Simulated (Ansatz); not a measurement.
Molecule (SMILES): C#N (CH-N).
Atoms: C1, N2, H3. Bonds: C1-N2, C1-H3.

Basis-set convergence of the optimised C1-H3 bond length at MP2 with Ansatz (a program for electronic structure). The reference of a correlated method is not its basis-set limit, which lies further on. Cartesian d functions, on some or all atoms, in 6-31+G*; all else is spherical. Cores are frozen. No added dispersion term, no relativity. Reference: the value in aug-pcseg-3, 1.0629 Å, itself unsure by roughly 0.0010 Å (its mean distance from aug-cc-pVQZ, def2-QZVPPD, pcseg-3). Deviations are taken from unrounded values.

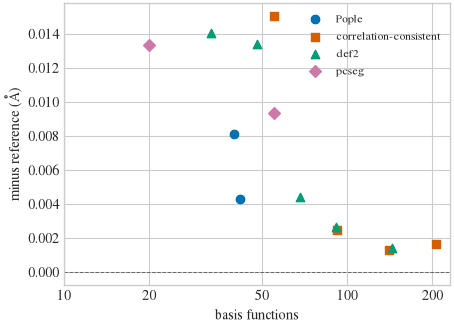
Figure: Deviation from the reference against the number of basis functions, by family of sets.

```csv
basis,functions,optimised C1-H3 bond length (Å),minus reference (Å)
pcseg-0,20,1.0762,0.0133
def2-SVP,33,1.0769,0.0140
6-31+G*,40,1.0710,0.0081
6-311G**,42,1.0672,0.0043
def2-SVPD,48,1.0763,0.0134
aug-cc-pVDZ,55,1.0779,0.0150
aug-pcseg-1,55,1.0722,0.0093
def2-TZVP,68,1.0673,0.0044
def2-TZVPPD,91,1.0655,0.0026
jun-cc-pV(T+d)Z,92,1.0654,0.0025
cc-pVQZ,140,1.0642,0.0013
def2-QZVPP,144,1.0643,0.0014
aug-cc-pVQZ,206,1.0645,0.0016
```
